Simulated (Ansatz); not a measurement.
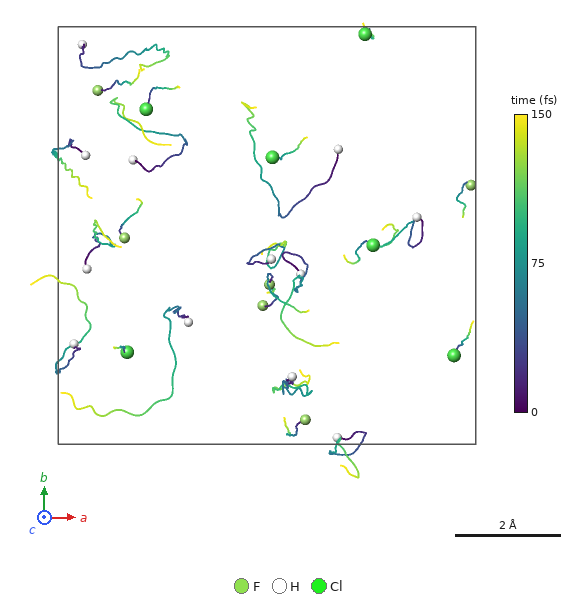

Molecular dynamics of a periodic cell with 6 HF + 6 HCl at 1.103 g/cm³, 150 fs long. Lines trace each atom's path, coloured by time; spheres stand at the starting positions. Seen along the c axis in the simulation cell.

Theory: DFT PBE, scalar-relativistic, plane waves, PAW (Ansatz 0.2.0). Run with plane-wave cutoff 420 eV; k-point mesh 1 × 1 × 1; Fermi-Dirac smearing 0.05 eV; Langevin thermostat (NVT); set temperature 700 K; time step 0.5 fs; friction 0.02 per fs.

Input file:
```yaml
crystal:
  lattice:
    - [7.98957, 0.0, 0.0]
    - [0.0, 7.98957, 0.0]
    - [0.0, 0.0, 7.98957]
  atoms:
    - { symbol: F, position: [0.48980691, 0.33215711, 0.20147288] }
    - { symbol: H, position: [0.51039816, 0.44317449, 0.15961845] }
    - { symbol: F, position: [-0.01149107, 0.62046431, 0.75754211] }
    - { symbol: H, position: [0.06522358, 0.69193618, 0.69679084] }
    - { symbol: F, position: [0.50566186, 0.38274913, 0.77501212] }
    - { symbol: H, position: [0.5805036, 0.40705908, 0.6841453] }
    - { symbol: F, position: [0.15834121, 0.49417919, 0.28837663] }
    - { symbol: H, position: [0.06841698, 0.41956822, 0.25692731] }
    - { symbol: F, position: [0.59153819, 0.0584335, 0.34509714] }
    - { symbol: H, position: [0.56015349, 0.16158866, 0.29405958] }
    - { symbol: F, position: [0.09444434, 0.84750958, 0.06328542] }
    - { symbol: H, position: [0.05725431, 0.95751869, 0.08570155] }
    - { symbol: Cl, position: [0.16480715, 0.2203765, 0.72765722] }
    - { symbol: H, position: [0.31162847, 0.29213211, 0.75243541] }
    - { symbol: Cl, position: [0.94776514, 0.21253131, 0.09910313] }
    - { symbol: H, position: [1.03739229, 0.24037217, -0.03850215] }
    - { symbol: Cl, position: [0.73467001, 0.98217752, 0.70639479] }
    - { symbol: H, position: [0.66805678, 1.01596664, 0.5607678] }
    - { symbol: Cl, position: [0.21046014, 0.80236526, 0.52161305] }
    - { symbol: H, position: [0.17876163, 0.68085249, 0.41608215] }
    - { symbol: Cl, position: [0.51269778, 0.68710929, 0.07796115] }
    - { symbol: H, position: [0.67058011, 0.70639155, 0.04650777] }
    - { symbol: Cl, position: [0.75397491, 0.47665062, 0.50869303] }
    - { symbol: H, position: [0.85871451, 0.54363499, 0.62036211] }
basis:
  ecutwfc: 420.0
kpoints:
  mp_grid: { grid: [1, 1, 1] }
hamiltonian:
  xc: pbe
scf:
  occupations: { method: fermi_dirac, width: 0.05 }
  lower_state_search: "off"
md:
  timestep: 0.5
  n_steps: 300
  ensemble: nvt_langevin
  temperature: 700.0
  initial_velocities: maxwell_boltzmann
  seed: 483193
  friction: 0.02
```

Command:
```bash
ansatz run input.yaml --threads 1 --pin off --max-ram 3072MiB --backend cpu --events-out ev --progress --plain --runs-dir out
```

**What do the traces tell about the motion?**

Root-mean-square distances from the starting positions over the second half, with the common drift of all atoms taken out: H 1.14 Å, F 0.71 Å, Cl 0.47 Å. The heavy atoms stay within a fraction of a molecule's size of their starting places, while the hydrogen atoms travel further, as molecules turn; so short a run doesn't tell a liquid from a solid. Over the second half the temperature averages 696 K (spread ±72 K). The potential energy is still drifting at the end, so the run hasn't reached equilibrium. The potential energy in the second half lies on average 70.1 meV per atom above the first frame.

Limits of the set-up: the periodic images lie only 8.0 Å apart, so the values are limited by the cell's size.

Cost: 5 min on 1 thread of AMD EPYC 9R45 96-Core Processor (Zen 5), with other jobs on the host, peak memory 0.53 GiB.
